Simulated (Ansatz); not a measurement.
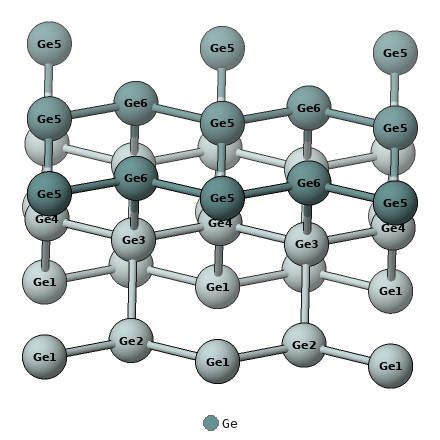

The system is Cl on a Ge(110) slab cut from the Fd-3m phase, its upper half relaxed before the scan (6 atoms of substrate and one adsorbate in a 1 × 1 cell); the picture shows it without the atoms that are moved over the map. 
- Cl is moved over the surface cell; relaxed at each place: the height of the adsorbate's atoms; substrate rigid; the origin of the map has the adsorbate above Ge5.
- Places are given modulo a cell vector. The map is drawn in real space over the plane of the surface.
- The grid has 6 × 6 points; 24 points were computed and 12 follow by symmetry.
- Energies are in eV, from the lowest grid point.
- With one adsorbate in each 1 × 1 cell, its nearest image is 4.1 Å away, so neighbouring adsorbates interact.
- These are results of DFT PBE, scalar-relativistic, plane waves, PAW (Ansatz), not measurements. Settings: cutoff 420 eV, k-mesh 7×5×1, gaussian smearing 0.1 eV, no spin polarisation.

Range: position of Cl7 along the first surface vector from 0.000 to 0.833; position of Cl7 along the second surface vector from 0.000 to 0.833.

Question: What will the energy surface look like?

Answer: The lowest grid point is at (3/6, 3/6) of the cell vectors [nearest 1 Ge at 2.24 Å]. There is a further well near (0/6, 5/6) of the cell vectors [nearest 1 Ge at 2.21 Å] (0.037 eV above the lowest at that grid point). The highest grid point, (0/6, 2/6) of the cell vectors [nearest 1 Ge at 2.76 Å], lies 1.01 eV above the lowest. On the interpolated surface the easiest way out of the lowest well to a well of about the same depth near (0/6, 5/6) of the cell vectors [nearest 1 Ge at 2.21 Å] passes a barrier of about 0.51 eV. At the lowest point the adsorbate has 1 Ge at 2.24 Å as nearest neighbours, at the highest 1 Ge at 2.76 Å. Its relaxed height above the top atom is 1.64 Å at the lowest and 1.98 Å at the highest point.

```csv
"second ↓, first →",0/6,1/6,2/6,3/6,4/6,5/6
5/6,0.04,0.14,0.52,0.93,0.52,0.14
4/6,0.17,0.31,0.57,0.66,0.57,0.31
3/6,0.81,0.50,0.12,0.00,0.12,0.50
2/6,1.01,0.62,0.26,0.17,0.26,0.62
1/6,0.90,0.75,0.63,0.64,0.63,0.75
0/6,0.43,0.48,0.74,1.00,0.74,0.48
```

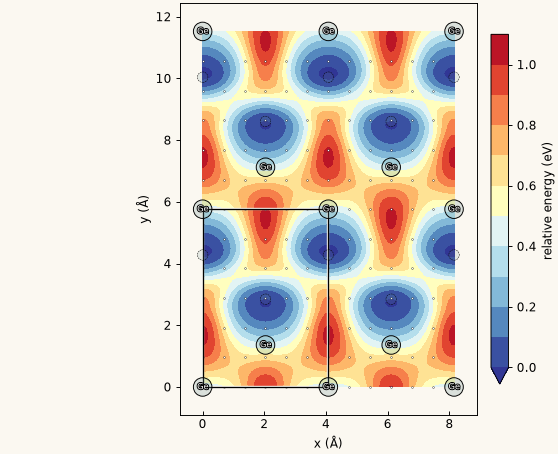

The picture shows filled contours, dots at the grid points, labelled circles for the atoms of the top layer and small ones for the second layer, the outline of one cell of the 2 × 2 shown. Between grid points the surface is interpolated.

The whole map (24 points run) took 31 min on 4 threads of Arm Neoverse N1, on a shared host.

PAW datasets: the set soft_1.
